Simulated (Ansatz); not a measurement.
# C2H8S2Si: what the fields show

Input file:

```
crystal:
  periodic: [false, false, false]
  atoms:
    - { symbol: C, position_ang: [-1.5169, 0.9549, 1.165] }
    - { symbol: S, position_ang: [0.1457, 1.3015, 0.6528] }
    - { symbol: C, position_ang: [0.2195, 0.1824, -0.7967] }
    - { symbol: Si, position_ang: [0.8836, -1.4984, -0.2553] }
    - { symbol: S, position_ang: [1.4611, 0.8515, -1.9866] }
    - { symbol: H, position_ang: [-2.2496, 1.2651, 0.3366] }
    - { symbol: H, position_ang: [-1.68, -0.0403, 1.4527] }
    - { symbol: H, position_ang: [-1.7656, 1.6525, 2.0035] }
    - { symbol: H, position_ang: [-0.7113, 0.1556, -1.2489] }
    - { symbol: H, position_ang: [0.859, -2.4497, -1.3796] }
    - { symbol: H, position_ang: [-0.1591, -2.0929, 0.7486] }
    - { symbol: H, position_ang: [2.1766, -1.4825, 0.3991] }
    - { symbol: H, position_ang: [2.3574, 1.1654, -1.0762] }
basis:
  gaussian: { orbitals: def2-SVP }
hamiltonian:
  xc: pbe
relax:
  f_tol: 0.02
  max_steps: 50
output:
  orbitals: {}
```

Run with:

```sh
ansatz run input.yaml --threads 2 --pin off --max-ram 3072MiB --backend cpu --events-out ev --progress --plain --runs-dir out
```

The fields are those of the run's last geometry, not of the input's.

Theory: RKS PBE/def2-SVP in Ansatz.

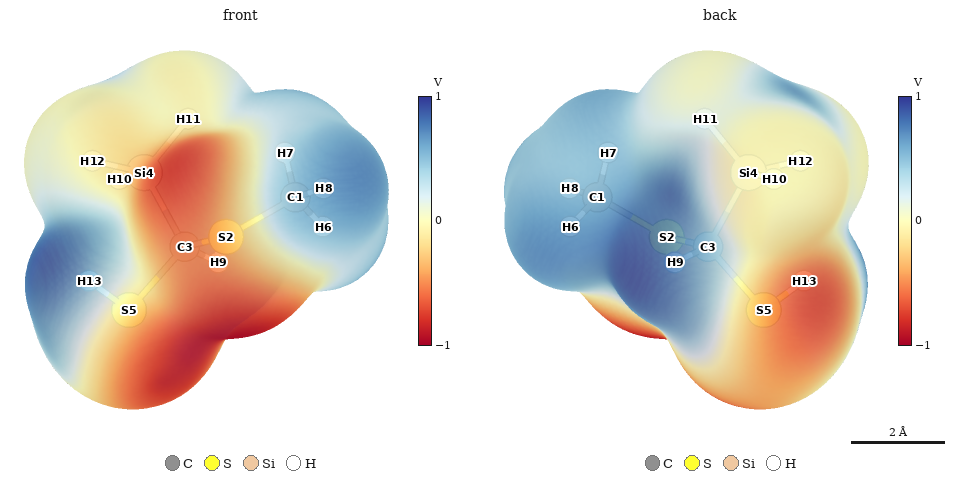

Figure 1. The molecular electrostatic potential painted on the density surface at 0.001 e/bohr³, seen from the front and from behind; the colour scale runs from red (negative) to blue (positive).

### Describe the electrostatic potential map.

The most negative region (about −0.9 V) lies over S2 and S5, the most positive (about +0.9 V) over H9 and H13.

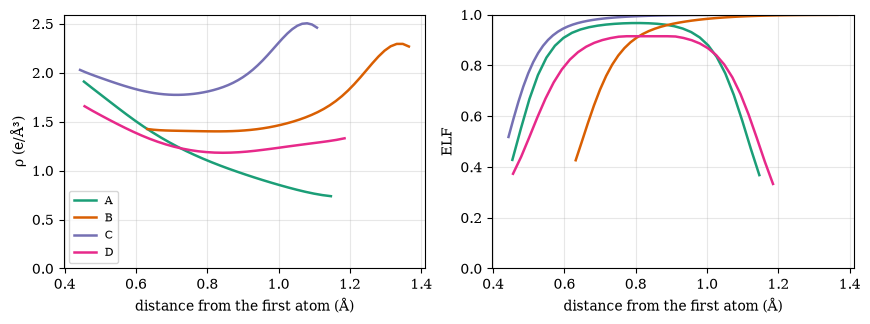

Figure 2. Electron density and electron localisation function along straight lines between neighbouring atoms. The curves leave out the atomic cores.

### Which curve belongs to which contact (C–H, C–S, C–Si and S–H)? The first atom named is at distance zero.

Curve A: C–Si (1.91 Å): ρ at the midpoint is about 0.9 e/Å³; the ELF peaks at about 0.95 between the atoms; a covalent bond. Curve B: S–H (1.37 Å): ρ at the midpoint is about 1.4 e/Å³; the ELF climbs to about 1 towards the hydrogen, as it does in any bond to H. Curve C: C–H (1.11 Å): ρ at the midpoint is about 1.9 e/Å³; the ELF climbs to about 1 towards the hydrogen: a covalent bond by its length. Curve D: C–S (1.82 Å): ρ at the midpoint is about 1.2 e/Å³; the ELF peaks at about 0.90 between the atoms: a shared electron pair.

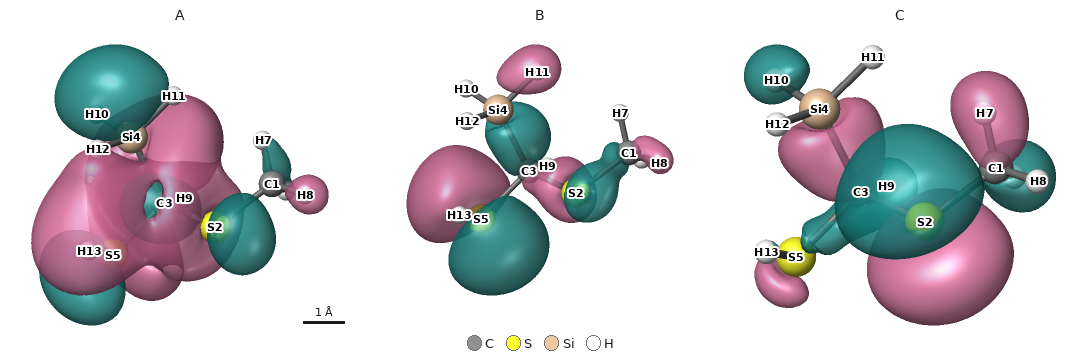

Figure 3. Three frontier orbitals at ±0.06 Å⁻³ᐟ² (teal and pink are the two phases), in no order.

### Which picture is the HOMO−1, the HOMO and the LUMO?

B is the HOMO−1 (−5.68 eV). By Hirshfeld shares it lies mainly on S5 (about 75 %), S2 (about 5 %) and C3 (about 5 %); largely a lone pair of S5. C is the HOMO (−5.16 eV). Its weight (Hirshfeld) is mainly on S2 (about 70 %) and C3 (about 5 %); largely a lone pair of S2. A is the LUMO (−0.73 eV). Its weight (Hirshfeld) is mainly on S5 (about 30 %), Si4 (about 20 %), C3 (about 15 %), S2 (about 10 %) and H13 (about 10 %).

### What is the HOMO–LUMO gap?

4.43 eV between the orbital energies.
